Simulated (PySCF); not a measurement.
C5H3FS2 (SMILES C#C[C@H](F)SC=C=S)

Input file:

```
{"job": {"kind": "uv", "xc": "B3LYP", "basis": "def2-SVPD", "nstates": 8, "ntriplets": 3}, "charge": 0, "multiplicity": 1}
C     -1.231168     1.737467    -0.355151
C     -1.216277     0.568809    -0.095520
C     -1.116911    -0.837278     0.208035
F     -0.812898    -1.044775     1.528711
S      0.139469    -1.648692    -0.864257
C      1.557860    -0.610539    -0.604298
C      1.764257     0.110239     0.454818
S      1.977882     1.042170     1.682542
H     -1.279586     2.760634    -0.582137
H     -2.053980    -1.370311     0.001569
H      2.276776    -0.705053    -1.400276
```

Run with:

```sh
OMP_NUM_THREADS=1 python probes_run.py task.json out
```

Geometry: GFN2-xTB.

Theory: PySCF 2.14.0, B3LYP/def2-SVPD, SCF density, gas phase.

**What can the converged electron density and electron localisation function tell about the bonding?**

C–S (1.56 Å): ρ is about 1.8 e/Å³ halfway; the ELF peaks at about 0.90 between the atoms (localised, covalent bonding).
C–H (1.08 Å): the density is about 2 e/Å³ at the midpoint; the ELF climbs to about 1 towards the hydrogen, as it does in any bond to H: a covalent bond by its length.
C–C (1.30 Å): ρ is about 2.4 e/Å³ halfway; the ELF peaks at about 0.90 between the atoms; a multiple bond.
C–S (1.78 Å): the density is about 1.3 e/Å³ at the midpoint; the ELF peaks at about 0.90 between the atoms, as expected for a covalent bond.

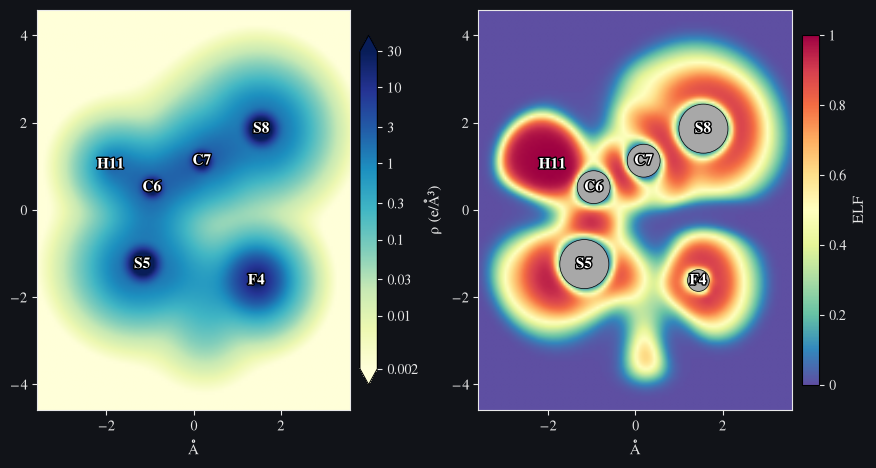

Computed electron density and electron localisation function on the plane of atoms S5, C6 and C7, in this order. Grey discs cover the atomic cores in the ELF map. 
